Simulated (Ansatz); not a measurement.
## Geometry relaxation, with input and output: AlH₂ClF

System: AlH₂ClF, multiplicity 2.
Method: UKS r2SCAN-D4/def2-SVP (Ansatz 0.2.0).

It belongs to a series of runs on one base structure; here: end point B relaxed. Figures and captions count atoms from 1; the log counts them from 0 in places.

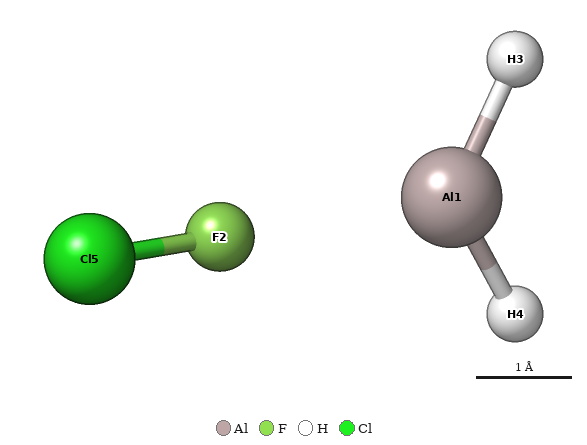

**Figure 1.** The input geometry (ball-and-stick view, seen at a tilt; atoms are numbered from 1 in the order of the input). Sticks mark near contacts. Bond lengths as drawn: Al–H 1.60 Å and Cl–F 1.62 Å.

**Input**
```yaml
crystal:
  periodic: [false, false, false]
  atoms:
    - { symbol: Al, position_ang: [0.0, 2.0e-06, -0.336924] }
    - { symbol: F, position_ang: [0.0, -1.7e-05, 2.543211] }
    - { symbol: H, position_ang: [1.392707, 2.0e-06, -1.123983] }
    - { symbol: H, position_ang: [-1.392707, 2.0e-06, -1.123983] }
    - { symbol: Cl, position_ang: [0.0, 1.1e-05, 4.161679] }
magnetization:
  spin_polarized: true
  initial_magnetization: 1
basis:
  gaussian: { orbitals: def2-SVP }
hamiltonian:
  xc: r2scan
  dispersion: d4
relax:
  f_tol: 0.03
  max_steps: 50
output:
  orbitals: {}
```

Launch command:
```bash
ansatz run input.yaml --threads 2 --pin off --max-ram 3072MiB --backend cpu --events-out ev --progress --plain --runs-dir out
```

**What the program printed**
```
The last accepted step is kept in [file] (removed where the run ends without a failure and the disk answers)
Engine: ansatz 0.2.0, aarch64-unknown-linux-gnu
Functional definition: r2SCAN
  parameter k0 = 0.174
  parameter k1 = 0.065
  parameter a1 = 4.9479
  exchange = r2scan_x(k0 = k0, k1 = k1, a1 = a1)
  correlation = r2scan_c
652 factors; their error is unknown
mean field evaluation 1: about -21852.4040 eV, gradient 1.6e1 eV
mean field evaluation 2: about -21851.3021 eV, gradient 2.6e1 eV
mean field evaluation 4: about -21853.6004 eV, gradient 1.1e0 eV
mean field evaluation 8: about -21853.5711 eV, gradient 3.0e-2 eV
mean field evaluation 16: about -21853.5711 eV, gradient 2.5e-5 eV
mean field -21853.57112345 eV, -803.1039259044 hartree, gradient 2.5e-5 eV, S^2 0.753108; 0 other end points of the search recorded, 0 dependent functions left out
the calculation of the forces begins
reference -21853.57113601 eV, -803.1039263660 hartree; 21, 20 occupied and 39, 40 virtual orbitals, 652 factors
relax step   1: F+E_penalty+E_count = -21853.58658487 eV  Δ(F+E_penalty+E_count) = +0.000e0 eV  max|allowed force component| = 3.829e0 eV/Å  Δτ_max = 0.0000 Å  (36 SCF iters, accepted)
these checks for a lower state are left out or cut short: starts, cluster_reference, orbital_swaps, neighbouring_geometries, increment
652 factors; their error is unknown
mean field -21853.89505222 eV, -803.1158300669 hartree, gradient 2.2e-5 eV, S^2 0.755342; 0 other end points of the search recorded, 0 dependent functions left out
the calculation of the forces begins
reference -21853.89506467 eV, -803.1158305244 hartree; 21, 20 occupied and 39, 40 virtual orbitals, 652 factors
relax step   2: F+E_penalty+E_count = -21853.91126588 eV  Δ(F+E_penalty+E_count) = -3.247e-1 eV  max|allowed force component| = 4.912e0 eV/Å  Δτ_max = 0.1944 Å  (42 SCF iters, accepted)
these checks for a lower state are left out or cut short: starts, cluster_reference, orbital_swaps, neighbouring_geometries, increment
652 factors; their error is unknown
mean field evaluation 32: about -21854.5462 eV, gradient 5.2e-2 eV
mean field -21854.54623054 eV, -803.1397604289 hartree, gradient 1.6e-5 eV, S^2 0.756243; 0 other end points of the search recorded, 0 dependent functions left out
the calculation of the forces begins
reference -21854.54624279 eV, -803.1397608792 hartree; 21, 20 occupied and 39, 40 virtual orbitals, 652 factors
relax step   3: F+E_penalty+E_count = -21854.56194060 eV  Δ(F+E_penalty+E_count) = -6.507e-1 eV  max|allowed force component| = 7.104e0 eV/Å  Δτ_max = 0.1969 Å  (40 SCF iters, accepted)
these checks for a lower state are left out or cut short: starts, cluster_reference, orbital_swaps, neighbouring_geometries, increment
652 factors; their error is unknown
mean field -21855.70112904 eV, -803.1822021660 hartree, gradient 9.2e-6 eV, S^2 0.753043; 0 other end points of the search recorded, 0 dependent functions left out
the calculation of the forces begins
reference -21855.70114106 eV, -803.1822026077 hartree; 21, 20 occupied and 39, 40 virtual orbitals, 652 factors
relax step   4: F+E_penalty+E_count = -21855.71642789 eV  Δ(F+E_penalty+E_count) = -1.154e0 eV  max|allowed force component| = 8.525e0 eV/Å  Δτ_max = 0.1952 Å  (39 SCF iters, accepted)
these checks for a lower state are left out or cut short: starts, cluster_reference, orbital_swaps, neighbouring_geometries, increment
652 factors; their error is unknown
mean field -21857.25409059 eV, -803.2392724503 hartree, gradient 1.1e-5 eV, S^2 0.752756; 0 other end points of the search recorded, 0 dependent functions left out
the calculation of the forces begins
reference -21857.25410253 eV, -803.2392728889 hartree; 21, 20 occupied and 39, 40 virtual orbitals, 652 factors
relax step   5: F+E_penalty+E_count = -21857.26944250 eV  Δ(F+E_penalty+E_count) = -1.553e0 eV  max|allowed force component| = 4.113e0 eV/Å  Δτ_max = 0.1944 Å  (38 SCF iters, accepted)
these checks for a lower state are left out or cut short: starts, cluster_reference, orbital_swaps, neighbouring_geometries, increment
652 factors; their error is unknown
mean field evaluation 64: about -21857.7608 eV, gradient 9.1e-6 eV
mean field -21857.76083926 eV, -803.2578951205 hartree, gradient 9.1e-6 eV, S^2 0.752969; 0 other end points of the search recorded, 0 dependent functions left out
the calculation of the forces begins
reference -21857.76085154 eV, -803.2578955718 hartree; 21, 20 occupied and 39, 40 virtual orbitals, 652 factors
relax step   6: F+E_penalty+E_count = -21857.77543663 eV  Δ(F+E_penalty+E_count) = -5.060e-1 eV  max|allowed force component| = 1.367e0 eV/Å  Δτ_max = 0.1987 Å  (47 SCF iters, accepted)
these checks for a lower state are left out or cut short: starts, cluster_reference, orbital_swaps, neighbouring_geometries, increment
652 factors; their error is unknown
mean field -21857.82326717 eV, -803.2601893036 hartree, gradient 1.2e-5 eV, S^2 0.752979; 0 other end points of the search recorded, 0 dependent functions left out
the calculation of the forces begins
reference -21857.82327970 eV, -803.2601897643 hartree; 21, 20 occupied and 39, 40 virtual orbitals, 652 factors
relax step   7: F+E_penalty+E_count = -21857.83726064 eV  Δ(F+E_penalty+E_count) = -6.182e-2 eV  max|allowed force component| = 5.634e-1 eV/Å  Δτ_max = 0.1892 Å  (50 SCF iters, accepted)
these checks for a lower state are left out or cut short: starts, cluster_reference, orbital_swaps, neighbouring_geometries, increment
652 factors; their error is unknown
mean field -21857.82882602 eV, -803.2603935876 hartree, gradient 2.1e-5 eV, S^2 0.752984; 0 other end points of the search recorded, 0 dependent functions left out
the calculation of the forces begins
reference -21857.82883853 eV, -803.2603940476 hartree; 21, 20 occupied and 39, 40 virtual orbitals, 652 factors
relax step   8: F+E_penalty+E_count = -21857.84285402 eV  Δ(F+E_penalty+E_count) = -5.593e-3 eV  max|allowed force component| = 6.043e-2 eV/Å  Δτ_max = 0.0142 Å  (48 SCF iters, accepted)
these checks for a lower state are left out or cut short: starts, cluster_reference, orbital_swaps, neighbouring_geometries, increment
652 factors; their error is unknown
mean field -21857.82893976 eV, -803.2603977677 hartree, gradient 8.7e-6 eV, S^2 0.752985; 0 other end points of the search recorded, 0 dependent functions left out
the calculation of the forces begins
reference -21857.82895228 eV, -803.2603982278 hartree; 21, 20 occupied and 39, 40 virtual orbitals, 652 factors
relax step   9: F+E_penalty+E_count = -21857.84295822 eV  Δ(F+E_penalty+E_count) = -1.042e-4 eV  max|allowed force component| = 4.066e-3 eV/Å  Δτ_max = 0.0043 Å  (45 SCF iters, accepted)
652 factors; their error is unknown
mean field evaluation 96: about -21846.1692 eV, gradient 5.9e1 eV
mean field evaluation 128: about -21857.8142 eV, gradient 1.1e0 eV
mean field evaluation 160: about -21857.4649 eV, gradient 5.7e-4 eV
```

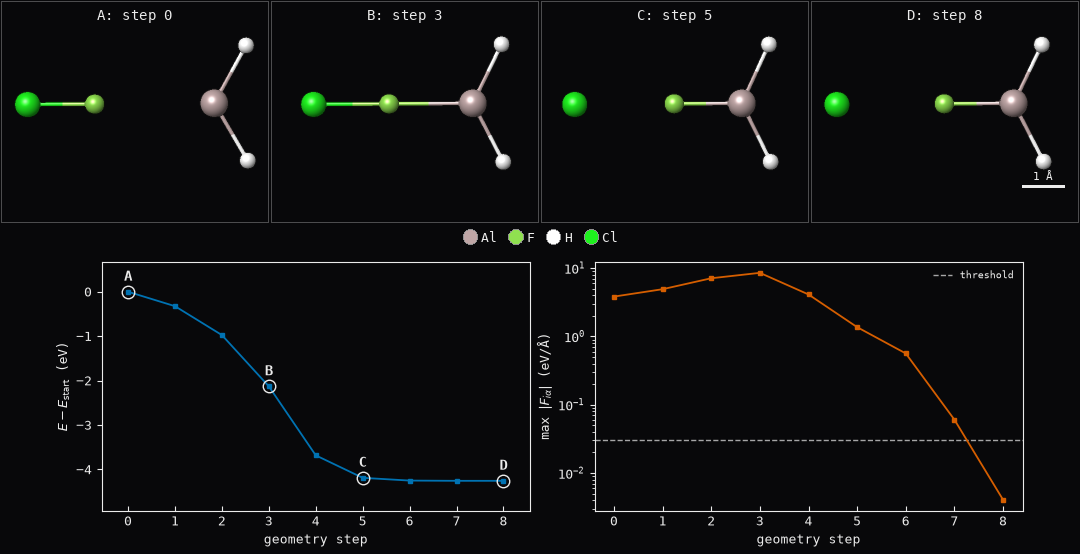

**Figure 2.** Frames of the relaxation (ball-and-stick view, seen at a tilt) above the curves, on which the letters mark them (the first geometry is step 0 here and step 1 in the log).

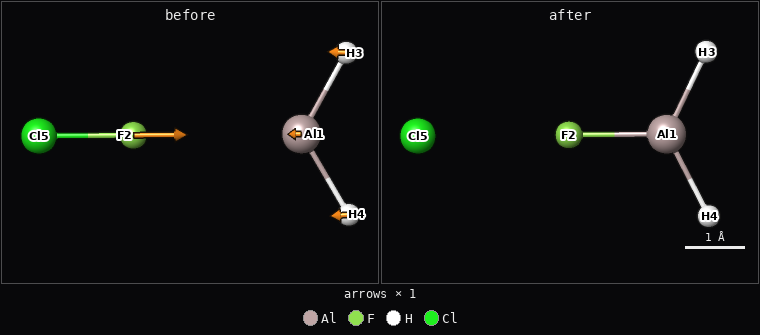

**Figure 3.** Before (left) and after (right) the relaxation, at one scale (ball-and-stick view, seen at a tilt). The orange arrows give the displacements, at true length. The energy falls by 4.256 eV in 8 geometry steps. Largest force component: 3.8 eV/Å at the start, 0.0041 eV/Å at the end. F2 moves most after the best rigid fit: 0.95 Å. By element the largest moves are F 0.95 Å, H 0.34 Å, Al 0.25 Å, Cl 0.02 Å. Among the contacts that change: Al1–F2 2.880 → 1.676 Å, F2–Cl5 1.618 → 2.586 Å, Al1–H3 1.600 → 1.576 Å. New bonds form: Al1–F2 (2.88 → 1.68 Å). Bonds break: F2–Cl5 (1.62 → 2.59 Å). Among the angles that change: H3–Al1–H4 121.1° → 127.4°. (Atoms are counted from 1 in the order of the input.)

```
mean field -21857.82893976 eV, -803.2603977677 hartree, gradient 8.7e-6 eV, S^2 0.752985; 9 other end points of the search recorded, 0 dependent functions left out
the calculation of the forces begins
reference -21857.82895228 eV, -803.2603982278 hartree; 21, 20 occupied and 39, 40 virtual orbitals, 652 factors
Total energy: -21857.84297075 eV, -803.2609133968 hartree
Atom 0 at    -0.000000    -0.000012    -0.084628 Å, force     0.000000     0.000079    -0.000872 eV/Å
Atom 1 at    -0.000000    -0.000003     1.591676 Å, force    -0.000000    -0.000023    -0.003025 eV/Å
Atom 2 at     1.413582     0.000006    -0.782520 Å, force    -0.000075    -0.000028    -0.000084 eV/Å
Atom 3 at    -1.413582     0.000006    -0.782520 Å, force     0.000075    -0.000028    -0.000084 eV/Å
Atom 4 at     0.000000     0.000004     4.177992 Å, force    -0.000000    -0.000000     0.004066 eV/Å
Dipole moment:    -0.000000    -0.000018    -0.453197 e Å
```

**Trajectory as extended XYZ (Å, eV, eV/Å), 9 frames, from step=1 to step=9**
```
5
Properties=species:S:1:pos:R:3:forces:R:3 step=1 energy=-21853.58659
Al    0.0000    0.0000   -0.3369    0.0000   0.0000   0.2838
F     0.0000    0.0000    2.5432    0.0000  -0.0001  -3.8289
H     1.3927    0.0000   -1.1240   -0.0019   0.0000   0.0002
H    -1.3927    0.0000   -1.1240    0.0019   0.0000   0.0002
Cl    0.0000    0.0000    4.1617    0.0000   0.0001   3.5447
5
Properties=species:S:1:pos:R:3:forces:R:3 step=2 energy=-21853.91127
Al    0.0000    0.0000   -0.2008    0.0000   0.0000   0.4201
F     0.0000    0.0000    2.3488    0.0000   0.0000  -4.9124
H     1.3773    0.0000   -1.0200   -0.0055   0.0000   0.1732
H    -1.3773    0.0000   -1.0200    0.0055   0.0000   0.1732
Cl    0.0000    0.0000    4.0120    0.0000   0.0000   4.1459
5
Properties=species:S:1:pos:R:3:forces:R:3 step=3 energy=-21854.56194
Al    0.0000    0.0000   -0.1115    0.0000   0.0000   1.2768
F     0.0000    0.0000    2.1519    0.0000   0.0000  -7.1038
H     1.3925    0.0000   -0.8982   -0.0688   0.0000   0.2563
H    -1.3925    0.0000   -0.8982    0.0688   0.0000   0.2563
Cl    0.0000    0.0000    3.8761    0.0000   0.0000   5.3143
5
Properties=species:S:1:pos:R:3:forces:R:3 step=4 energy=-21855.71643
Al    0.0000    0.0000   -0.0635    0.0000   0.0000   2.4671
F     0.0000    0.0000    1.9567    0.0000   0.0000  -8.5249
H     1.4227    0.0000   -0.7742   -0.1515   0.0000   0.2253
H    -1.4227    0.0000   -0.7742    0.1515   0.0000   0.2253
Cl    0.0000    0.0000    3.7752    0.0000   0.0000   5.6072
5
Properties=species:S:1:pos:R:3:forces:R:3 step=5 energy=-21857.26944
Al    0.0000    0.0000    0.0126    0.0000   0.0000   0.7283
F     0.0000    0.0000    1.7623    0.0000   0.0000  -4.1130
H     1.4174    0.0000   -0.7226   -0.2271   0.0000   0.2613
H    -1.4174    0.0000   -0.7226    0.2271   0.0000   0.2613
Cl    0.0000    0.0000    3.7903    0.0000   0.0000   2.8620
5
Properties=species:S:1:pos:R:3:forces:R:3 step=6 energy=-21857.77544
Al    0.0000    0.0000   -0.0397    0.0000   0.0000  -1.3666
F     0.0000    0.0000    1.5921    0.0000   0.0000   1.1731
H     1.4199    0.0000   -0.7107    0.0500   0.0000  -0.0984
H    -1.4199    0.0000   -0.7107   -0.0500   0.0000  -0.0984
Cl    0.0000    0.0000    3.9890    0.0000   0.0000   0.3904
5
Properties=species:S:1:pos:R:3:forces:R:3 step=7 energy=-21857.83726
Al    0.0000    0.0000   -0.1000    0.0000   0.0001   0.5634
F     0.0000    0.0000    1.5952    0.0000   0.0000  -0.4846
H     1.4234    0.0000   -0.7767   -0.0217   0.0000  -0.0375
H    -1.4234    0.0000   -0.7767    0.0217   0.0000  -0.0375
Cl    0.0000    0.0000    4.1781    0.0000   0.0000  -0.0038
5
Properties=species:S:1:pos:R:3:forces:R:3 step=8 energy=-21857.84285
Al    0.0000    0.0000   -0.0858    0.0000   0.0000   0.0604
F     0.0000    0.0000    1.5924    0.0000   0.0000  -0.0553
H     1.4152    0.0000   -0.7802   -0.0033   0.0000  -0.0067
H    -1.4152    0.0000   -0.7802    0.0033   0.0000  -0.0067
Cl    0.0000    0.0000    4.1737    0.0000   0.0000   0.0084
5
Properties=species:S:1:pos:R:3:forces:R:3 step=9 energy=-21857.84296
Al    0.0000    0.0000   -0.0846    0.0000   0.0001  -0.0009
F     0.0000    0.0000    1.5917    0.0000   0.0000  -0.0030
H     1.4136    0.0000   -0.7825   -0.0001   0.0000  -0.0001
H    -1.4136    0.0000   -0.7825    0.0001   0.0000  -0.0001
Cl    0.0000    0.0000    4.1780    0.0000   0.0000   0.0041
```

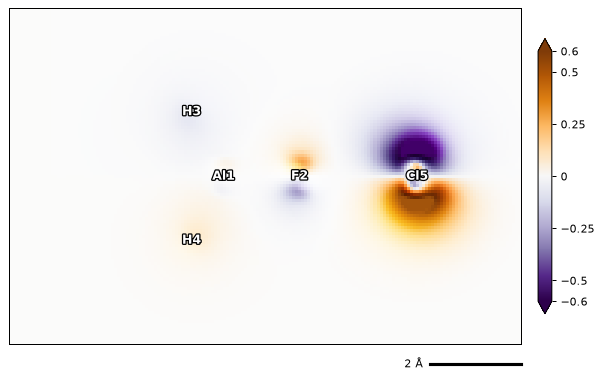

**Figure 4.** One frontier orbital on the molecular plane (values in Å⁻³ᐟ²; the overall sign is arbitrary). The HOMO (α), at −7.71 eV.

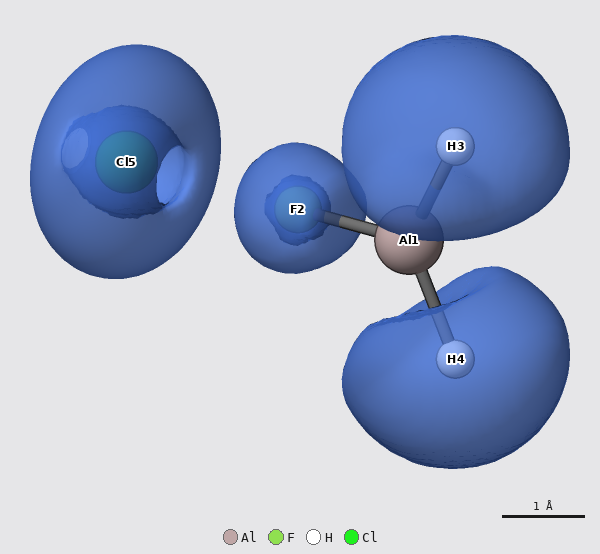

**Figure 5.** Isosurface of the electron localisation function at 0.75 (blue), seen at an oblique angle. Only the valence region is drawn (cores and ρ < 0.01 e/Å³ removed). Values along the shortest contacts: Cl5···F2 (2.59 Å): the ELF is only about 0.05 between them. Al–F (1.68 Å): the ELF peaks at about 0.90 in the valence shell of F, 0.6 Å from its nucleus, and is about 0.20 at the midpoint.

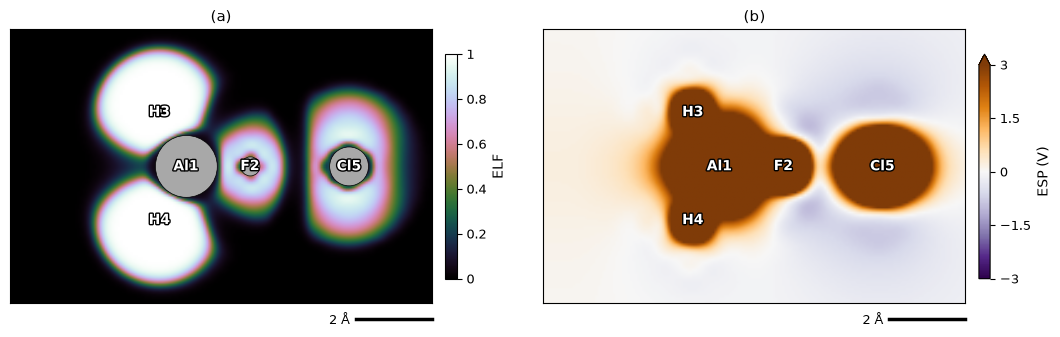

**Figure 6.** (a) ELF; (b) electrostatic potential on the molecular plane. Grey discs, where drawn, cover atomic cores. The section cuts through Al, F, H and Cl sites. Cl5···F2 (2.59 Å): the ELF is only about 0.05 between them. Al–F (1.68 Å): the ELF peaks at about 0.90 in the valence shell of F, 0.6 Å from its nucleus, and is about 0.20 at the midpoint. Cl–F (2.59 Å): the ELF is about 0.05 at the midpoint. Al–H (1.58 Å): the ELF climbs to about 1 towards the hydrogen, as it does in any bond to H.

**Results in brief**

```json
{"quantity": "outcome", "value": "converged"}
{"quantity": "total energy", "value": "−21857.8430 eV"}
{"quantity": "mean-field energy", "value": "−21857.8290 eV"}
{"quantity": "⟨S²⟩", "value": "0.753"}
{"quantity": "largest force (length of the vector) at the end", "value": "0.004 eV/Å"}
{"quantity": "hardware", "value": "2 threads of Arm Neoverse V2, 24 GiB of memory available, shared host"}
{"quantity": "wall time", "value": "44 s (CPU time 87 s)"}
{"quantity": "peak memory", "value": "0.2 GiB"}
```
